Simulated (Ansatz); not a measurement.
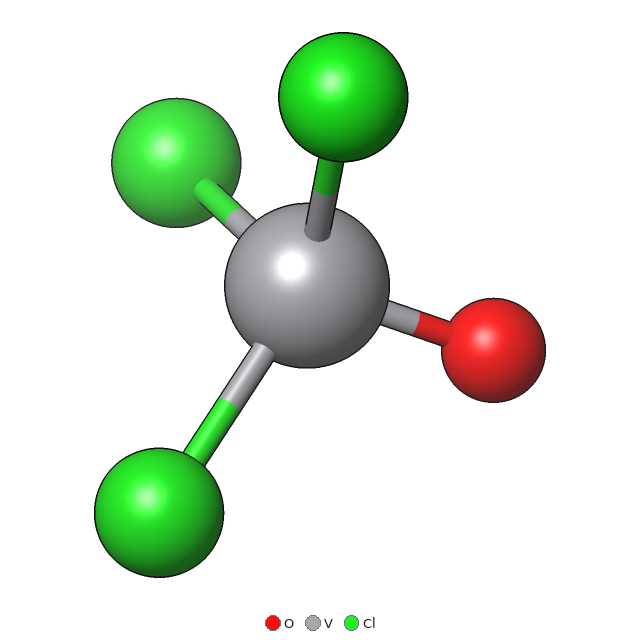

The picture shows a molecular structure as a ball-and-stick model. Every bond is drawn as one stick, whatever its order.

The species is neutral and a spin singlet. The geometry was computed by an optimisation with PBE0-D4/def2-TZVP.

Description:

It has 5 atoms: 1 vanadium, 3 chlorine and 1 oxygen (VCl₃O). Its SMILES string is `[O]=[V]([Cl])([Cl])[Cl]`. The point group is C3v. Coordination: 1 V tetrahedral.

More results for the same structure follow; atom numbers are the same in all pictures, views and colours differ.

**Dipole moment**

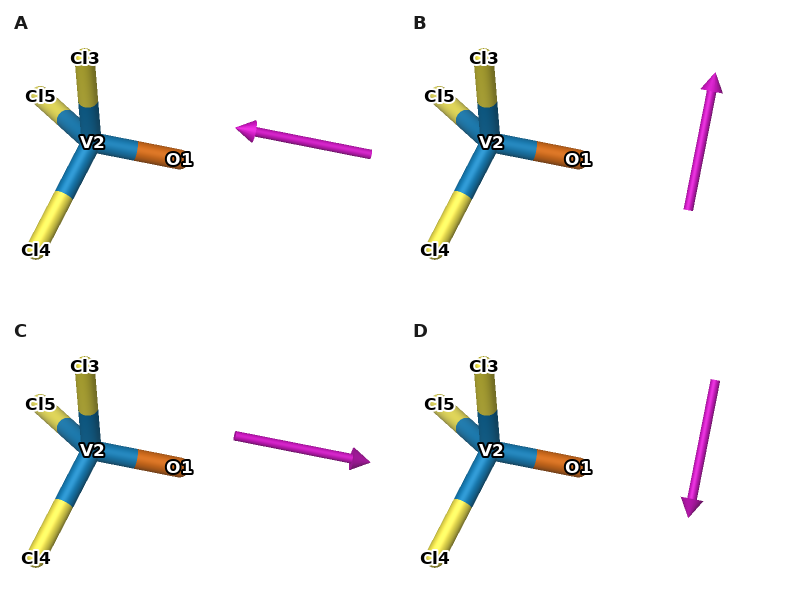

The same molecule four times, each with an arrow. Properties computed with RKS r2SCAN-D4/def2-TZVPP (Ansatz 0.2.0).

Which arrow points along the dipole moment, from the negative to the positive end?

A. The dipole moment is 0.60 D; it points from the side of O1 to the side of Cl3, Cl4, Cl5 (the outermost atoms at the two ends).

**Vibrations**

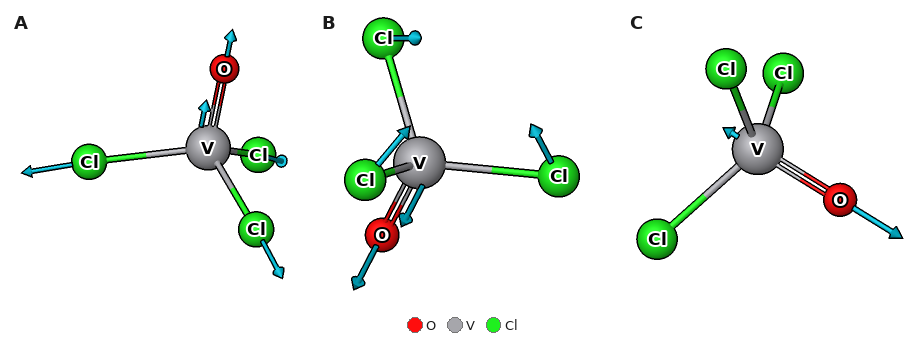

3 normal modes of one molecule or complex, as arrows. Harmonic vibrations computed with RKS PBE0-D4/def2-TZVP (Ansatz 0.2.0) at a stationary point of the same level.

Match the panels to the wavenumbers 167 cm⁻¹, 425 cm⁻¹, 1158 cm⁻¹.

A: 425 cm⁻¹, in-phase stretching of 3 V–Cl bonds
B: 167 cm⁻¹, angle bending
C: 1158 cm⁻¹, V–O stretching

**Charges**

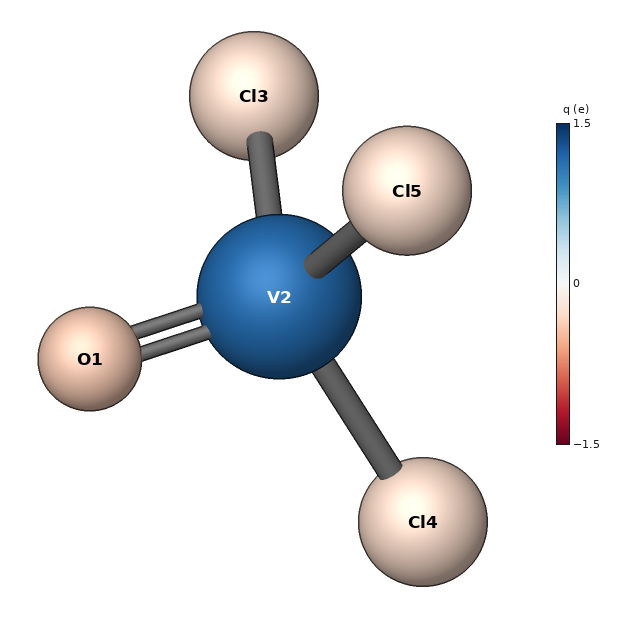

Atoms are coloured by their Mulliken charges. Level of theory: RKS PBE0-D4/def2-TZVP (Ansatz 0.2.0).

Give the Mulliken charges atom by atom.

```json
{"atom": "O1", "value (e)": "−0.37"}
{"atom": "V2", "value (e)": "1.15"}
{"atom": "Cl3", "value (e)": "−0.26"}
{"atom": "Cl4", "value (e)": "−0.26"}
{"atom": "Cl5", "value (e)": "−0.26"}
```

Mulliken values depend strongly on the basis set and can even reverse the polarity of a bond.
